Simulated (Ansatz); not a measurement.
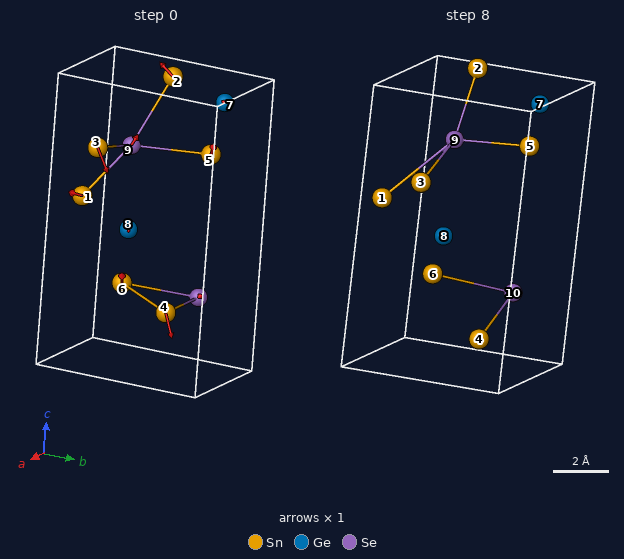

The structure of solid Sn3GeSe (a generated structure, set up in P1) (coarse preliminary run) before (left) and after (right) a relaxation, at one scale. The red arrows give the displacements (the part carried along by the change of the cell is left out), at their true length.

A ball-and-stick model of the cell of the calculation, reduced to other axes, seen slightly off an axis. Lengths and directions refer to the drawn axes.

All numbers below come from Ansatz 0.2.0, DFT PBE, scalar-relativistic, plane waves, PAW. Settings: plane-wave cutoff 420 eV; k-point mesh 4 × 4 × 4; occupations gaussian; smearing width 0.2 eV; no spin polarisation; cell and atoms relaxed; force threshold 0.025 eV/Å; at most 60 steps.

Summarise the run.

The run was cut off at its time limit before the relaxation converged, so the last structure is only a point on the way. Over 8 geometry steps the energy falls by 1.966 eV per cell of the calculation. The largest force component goes from 2 to 0.3 eV/Å. The pressure goes from 3.13 to −0.38 GPa. The largest move relative to the cell is that of Sn3, 1.08 Å along [−1 1 −2]. Largest moves by element: Sn 1.08 Å, Se 0.55 Å, Ge 0.18 Å. The volume changes by −9.5 %, with a 5.855 → 5.790 Å (−1.1 %), b 5.937 → 5.848 Å (−1.5 %), c 10.658 → 10.362 Å (−2.8 %), α 97.4° → 92.8°, β 102.5° → 105.3°, γ 111.0° → 116.3°. Among the contacts that change: Sn1–Se9 2.574 → 3.398 Å, Sn2–Sn3 2.885 → 3.690 Å, Sn4–Sn6 2.956 → 3.282 Å, Sn6–Se10 2.922 → 3.224 Å. Bond angles that change, for instance: Sn1–Sn5–Se9 118.6° → 94.8°, Sn2–Se9–Sn3 58.9° → 82.0°, Sn2–Se9–Sn5 65.6° → 80.5°. The space group stays P1 (No. 1). The run took 8 min on 1 thread of Intel(R) Xeon(R) 6975P-C (Granite Rapids), on a shared host, peak memory 1.2 GiB.
